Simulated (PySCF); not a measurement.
# C$_{5}$H$_{10}$FSi$_{2}$ (doublet): what the fields show

```tsv
atom	x (Å)	y (Å)	z (Å)
C	3.5708	0.0951	0.0017
C	2.1551	0.3426	-0.1552
C	0.9782	0.5674	-0.2811
Si	-0.8352	0.8341	-0.4804
C	-1.1268	2.5334	0.2196
F	-2.3617	3.0608	0.2593
C	-1.8122	-0.4750	0.5086
Si	-1.6301	-2.2544	-0.1287
H	4.1421	0.8334	-0.5611
H	3.8463	0.1618	1.0543
H	3.8180	-0.9004	-0.3669
H	-1.2218	0.7777	-1.8999
H	-0.4014	3.2134	0.6414
H	-2.8676	-0.1994	0.5008
H	-1.4971	-0.4373	1.5524
H	-2.1244	-2.3348	-1.5054
H	-2.4188	-3.1594	0.7147
H	-0.2223	-2.6526	-0.0858
```

Geometry: GFN2-xTB.

Level of theory: UKS B3LYP, pcH-1 on C F H Si, non-relativistic, mean-field spin-orbit, GIAO (PySCF).

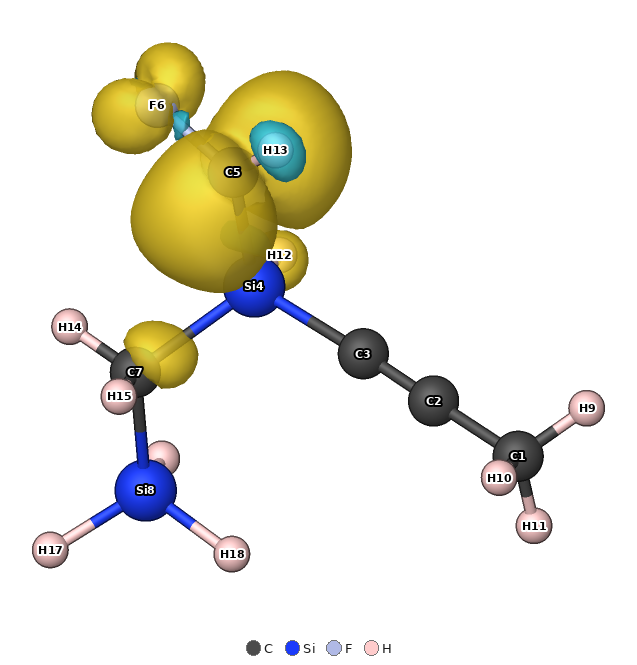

Figure 1. Isosurfaces of the spin density at +0.015 (yellow) and −0.015 e/Å³ (cyan), seen at a tilt.

Question: Which atoms carry the spin?

Answer: The unpaired spin (1 electron) lies mostly on C5 (about 0.7) and F6 (about 0.1), in electrons by Hirshfeld's partition.

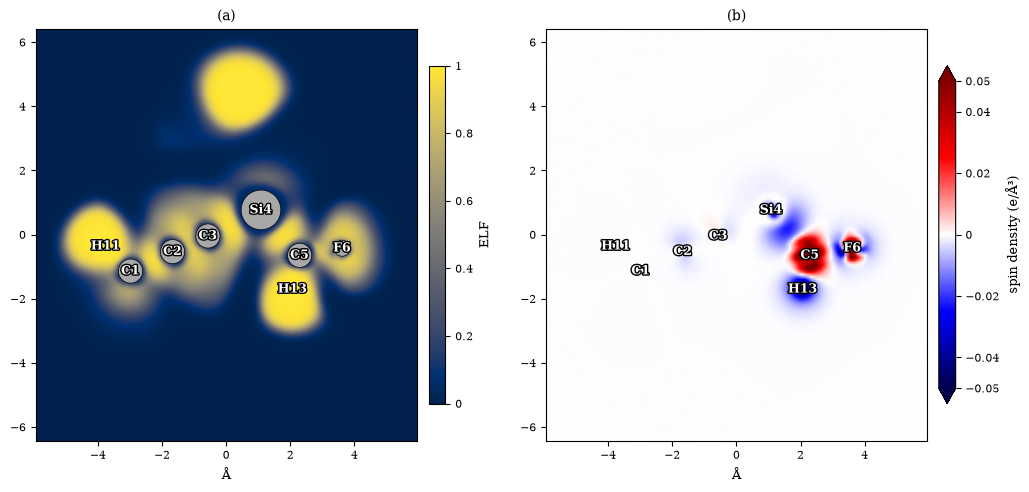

Figure 2. (a) ELF; (b) spin density on the plane of atoms C3, Si4 and C5. Grey discs cover the atomic cores in the ELF map.

Question: Read the bonding off the picture.

Answer:
- Atoms in the plane: C, Si, F and H.
- C–C (1.20 Å): the ELF peaks at about 0.85 between the atoms (a short, multiple covalent bond).
- C–F (1.34 Å): the ELF peaks at about 0.85 between the atoms (a shared but strongly polarised pair).
- C–Si (1.84 Å): the ELF peaks at about 0.95 between the atoms, as expected for localised, covalent bonding.
- C–H (1.08 Å): the ELF climbs to about 1 towards the hydrogen, as it does in any bond to H (a covalent bond by its length).
- The ELF also peaks beside F6, away from the bonds: non-bonding electrons, paired or unpaired.

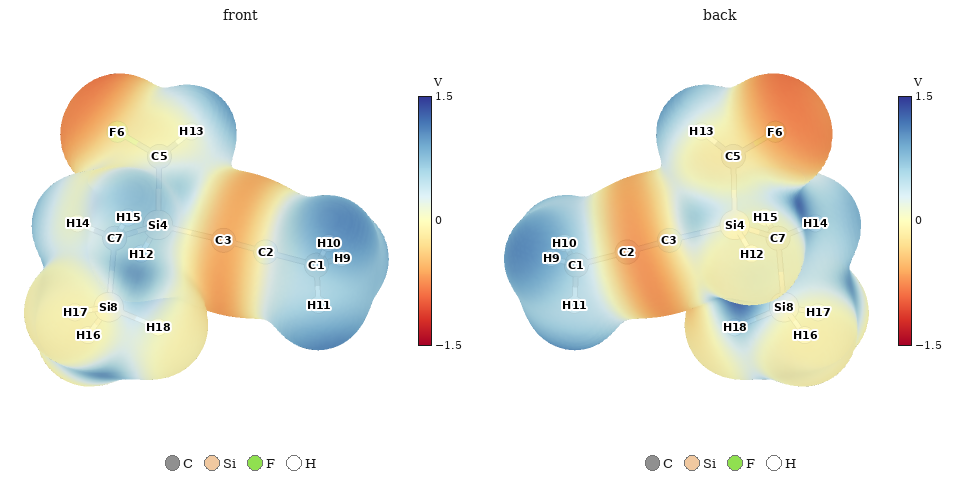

Figure 3. The electrostatic potential painted on the density surface at 0.002 e/bohr³, seen from the front and from behind; the colour scale runs from red (negative) to blue (positive).

Question: Describe the electrostatic potential map.

Answer: The most negative region (about −0.8 V) lies over F6, the most positive (about +1.1 V) over Si4 and Si8.
